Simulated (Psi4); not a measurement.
**TaCl5 (tantalum pentachloride) at M06-L/def2-TZVP (density fitting, core potential)**

Wanted: the energy of TaCl5 (tantalum pentachloride). 

The calculation is run with Psi4 1.11.

1 further run of the same task is left out (it didn't finish).

## 1. The structure to begin with

TaCl5 has 6 atoms, charge 0, and is taken as a singlet. As SMILES, `Cl[Ta](Cl)(Cl)(Cl)Cl`. The coordinates come from a PBE0-D4/def2-TZVP relaxation.

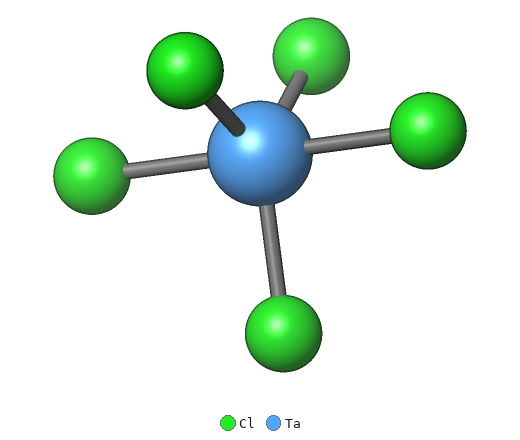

Viewed from a chosen angle; chlorine green, tantalum blue.

## 2. A single-point energy at M06-L/def2-TZVP (density fitting, core potential)

cl5ta.xyz reads:

```xyz
6
Cl5Ta
Cl    -0.945870    -1.732280     1.129070
Ta    -0.000010     0.000020     0.000000
Cl     0.088620    -1.299730    -1.919800
Cl    -0.088890     1.299790     1.919770
Cl     2.262070     0.225440    -0.048090
Cl    -1.315920     1.506750    -1.080940
```

run.py reads:

```python
import psi4

psi4.set_memory('2200 MB')
psi4.set_num_threads(1)
psi4.set_output_file('run.log', False)

with open('cl5ta.xyz') as f:
    atoms = ''.join(f.readlines()[2:])
molecule = psi4.geometry('0 1\n' + atoms + 'symmetry c1')

psi4.set_options({
    'basis': 'def2-TZVP',
    'puream': True,
    'e_convergence': 1e-09,
    'd_convergence': 1e-08,
    'scf_type': 'df',
    'dft_radial_points': 99,
    'dft_spherical_points': 590,
})

e, wfn = psi4.energy("m06-l", return_wfn=True)
psi4.oeprop(wfn, "MULLIKEN_CHARGES", "DIPOLE", "QUADRUPOLE")
print(f'total energy {e:.8f} hartree = {e * 27.211386:.5f} eV')
```

On the command line:

```console
python run.py
```

run.log:

```text
[...]
    !!!  WARNING: ECP capability is in beta. Please check occupations closely.  !!!
[...]
  Running in c1 symmetry.
[...]
  Nuclear repulsion =  687.025809757522211
[...]
  Multiplicity = 1
[...]
  Nalpha       = 49
  Nbeta        = 49
[...]
    Number of basis functions: 225
[...]
   @DF-RKS iter   1: -2358.22834887125009   -1.31379e-01   3.35676e-03 DIIS/ADIIS
[...]
   @DF-RKS iter  14: -2358.41915135866384   -9.54969e-12   5.72345e-09 DIIS
[...]
  @DF-RKS Final Energy: -2358.41915135866384
   => Energetics <=
    Nuclear Repulsion Energy =            687.0258097575222109
    One-Electron Energy =               -4643.8510006200285716
    Two-Electron Energy =                1746.6293083522523375
    DFT Exchange-Correlation Energy =    -148.2232688484099867
    Empirical Dispersion Energy =           0.0000000000000000
    VV10 Nonlocal Energy =                  0.0000000000000000
    Total Energy =                      -2358.4191513586638393
[...]
 Multipole Moments:
 ------------------------------------------------------------------------------------
     Multipole            Electronic (a.u.)      Nuclear  (a.u.)        Total (a.u.)
 ------------------------------------------------------------------------------------
 L = 1.  Multiply by 2.5417464519 to convert [e a0] to [Debye]
 Dipole X            :         -0.0010497            0.0008354           -0.0002143
 Dipole Y            :          0.0016367           -0.0018101           -0.0001734
 Dipole Z            :          0.0000118            0.0001392            0.0001510
 Magnitude           :                                                    0.0003143
 L = 2.  Multiply by 1.3450342976 to convert [e a0^2] to [Debye ang]
 Quadrupole XX       :       -534.3218090          471.0360537          -63.2857553
 Quadrupole XY       :          4.0416901           -3.9466411            0.0950490
[...]
  Mulliken Charges: (a.u.)
   Center  Symbol    Alpha    Beta     Spin     Total
       1    CL     8.64157  8.64157  0.00000 -0.28313
       2    TA     5.73737  5.73737  0.00000  1.52527
       3    CL     8.66902  8.66902  0.00000 -0.33803
       4    CL     8.66901  8.66901  0.00000 -0.33803
       5    CL     8.64155  8.64155  0.00000 -0.28311
       6    CL     8.64148  8.64148  0.00000 -0.28297
   Total alpha = 49.00000, Total beta = 49.00000, Total charge = -0.00000
```

Standard output:

```text
total energy -2358.41915136 hartree = -64175.85388 eV
```

It took 2.4 min on 1 thread of Intel Xeon Platinum 8259CL at 2.50GHz (Skylake/Cascade Lake), shared host; peak memory 1.6 GiB.

## 3. Outcome

Level: M06-L/def2-TZVP (density fitting, core potential).

| quantity | value |
| --- | --- |
| total energy | -2358.41915 Eh |
| dipole moment | 0.00 D |
| HOMO energy | -8.19 eV |
| LUMO energy | -4.29 eV |
| HOMO–LUMO gap | 3.90 eV |

**Reading.** Mulliken charges run from -0.34 on Cl3 to +1.53 on Ta2; they depend strongly on the basis.
